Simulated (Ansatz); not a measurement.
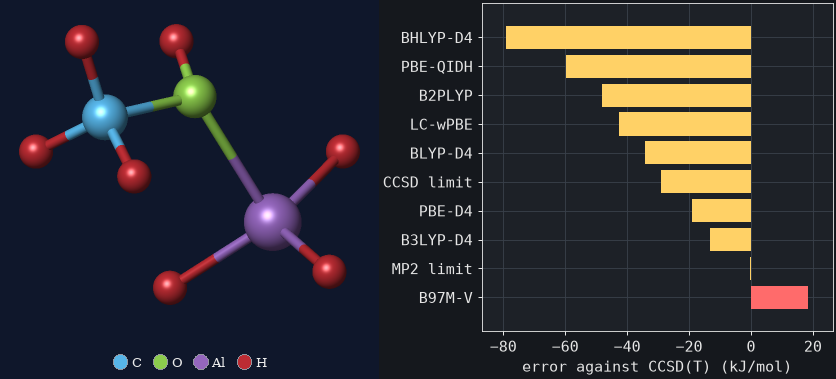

Error in the electronic atomisation energy (method less reference, so positive means overbinding) of CH₇AlO, SMILES C[OH+][AlH3-], singlet: functionals in def2-TZVPP against frozen-core CCSD(T) at the limit (MP2 extrapolated from triple and quadruple zeta, plus CCSD(T) less MP2 in a smaller set), which gives 3150.6 kJ/mol, at a PBE0-D4/def2-TZVP geometry (a minimum by its frequencies), no zero-point or spin-orbit term, the Ansatz code 0.2.0. The reference leaves out core correlation, a term that grows with the number of heavy atoms. PBE-QIDH and B2PLYP hold a correlation term that converges slowly with the basis, so part of the distance to the limit is basis error. No dispersion term is added to PBE-QIDH, B2PLYP and LC-wPBE. Limit means the basis limit.

**Which of these levels overbind, and which underbind?**

Overbind: B97M-V. Underbind: BHLYP-D4, PBE-QIDH, B2PLYP, LC-wPBE, BLYP-D4, CCSD limit and PBE-D4. Within 15 kJ/mol of zero, too close to call in view of what the reference leaves out: B3LYP-D4 and MP2 limit.

**What range do the values span?**

From −79.2 kJ/mol (BHLYP-D4) to 18.6 kJ/mol (B97M-V).
